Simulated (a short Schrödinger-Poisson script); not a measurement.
Structure: symmetric double-gate stack, HfO2 on p-type Si(100), at 300 K.

```csv
layer,material,thickness (nm),Na (cm⁻³)
1,HfO2,4.4,-
2,Si,3,4e15
3,HfO2,4.4,-
```

Constants are typed, rounded textbook-type inputs, not results; the design itself was drawn at random and stands for no fabricated device. HfO2: permittivity 22, conduction-band edge (eV) 1.55, gap (eV) 5.7, electron mass (mₑ) 0.2. Si: permittivity 11.7, conduction-band edge (eV) 0, gap (eV) 1.124, Nv at 300 K (cm⁻³) 3.1e19.

Channel valleys (confinement mass, in-plane density-of-states mass, number): Δ2 0.916, 0.19, 2; Δ4 0.19, 0.417, 4. At the gates, both at one voltage, the conduction-band edge of layer 1 lies 2.06 eV − eVg above the Fermi level of the channel. Gaps are held at their typed values at every temperature. Mesh 0.03 nm at interfaces.

From a short Schrödinger-Poisson script (our own, NumPy): 1D Poisson equation in equilibrium, electrons quantum, Hartree (BenDaniel-Duke, 12 states a valley, the channel's in-plane mass for all, wave functions ending at the dielectric), parabolic valleys, classical holes, full ionisation, no traps, pinning or gate leakage.

Only gate voltages with over 1e8 electrons/cm² are shown.

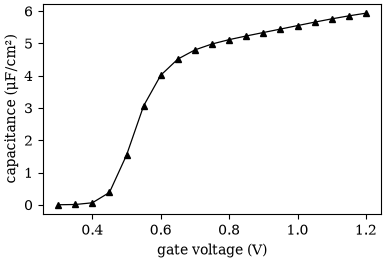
*Quasi-static capacitance against gate voltage*

```
Vg (V)  electrons (cm⁻²)  C (μF/cm²)  Δ2 E0 (meV)  Δ2 E1 (meV)  Δ4 E0 (meV)  Δ4 E1 (meV)
------  ----------------  ----------  -----------  -----------  -----------  -----------
0.3               2.10e8     < 0.003        255.6        392.4        429.9       1089.3
0.35              1.45e9     0.00917        205.7        342.4        379.9       1039.3
0.4               9.96e9      0.0622        155.9        292.6        330.2        989.5
0.45             6.49e10       0.382        107.3        243.9        281.5        940.8
0.5              3.35e11        1.54         64.0        200.3        238.3        897.1
0.55             1.06e12        3.07         32.0        167.2        206.2        864.1
0.6              2.18e12        4.01          9.7        143.3        184.0        840.2
0.65             3.51e12        4.51         -7.2        124.6        167.2        821.5
0.7              4.97e12        4.80        -21.2        108.5        153.2        805.5
0.75             6.50e12        4.98        -33.5         94.1        141.0        791.1
0.8              8.07e12        5.12        -44.8         80.7        129.8        777.8
0.85             9.69e12        5.23        -55.2         68.1        119.5        765.3
0.9              1.13e13        5.34        -65.0         56.3        109.8        753.6
0.95             1.30e13        5.44        -74.1         45.1        100.9        742.6
1                1.47e13        5.55        -82.6         34.6         92.6        732.2
1.05             1.65e13        5.66        -90.5         24.8         84.9        722.6
1.1              1.83e13        5.76        -97.7         15.6         77.9        713.6
1.15             2.01e13        5.85       -104.4          7.0         71.5        705.2
1.2              2.19e13        5.93       -110.6         -1.0         65.6        697.4
```

Subbands count from the Fermi level. The capacitance is that of both gates.
